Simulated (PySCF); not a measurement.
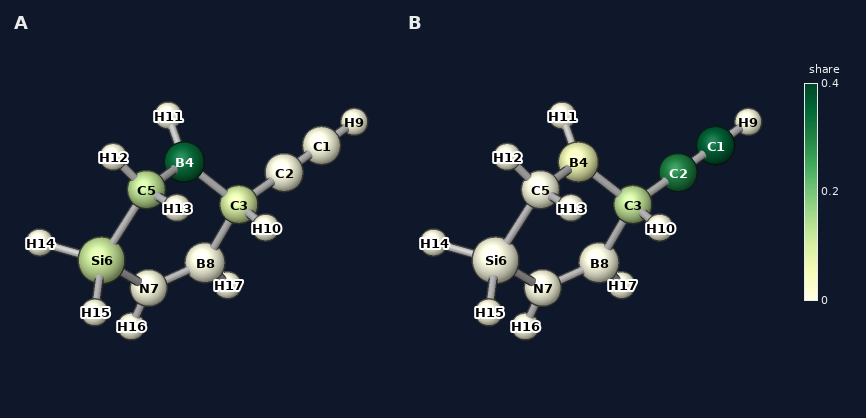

Each panel colours the atoms by their Löwdin share in one orbital (up to four of the largest shares; other atoms are shown as zero). The computed structure is the end point of a GFN2-xTB optimisation. No frequency run is at hand to confirm it as a minimum. Method: ωB97X-D/def2-SVPD (PySCF 2.14.0).

**The panels show the HOMO, LUMO, in some order. Which is which?**

A: LUMO, 0.68 eV; B4 0.34, C5 0.12, Si6 0.11, C3 0.10
B: HOMO, −8.91 eV; C1 0.36, C2 0.31, C3 0.12, B4 0.06

The geometry is semi-empirical. Around B, Si such bond lengths and angles can be off by a tenth of an ångström or more and by several degrees, and values that hang on the shape move with them.
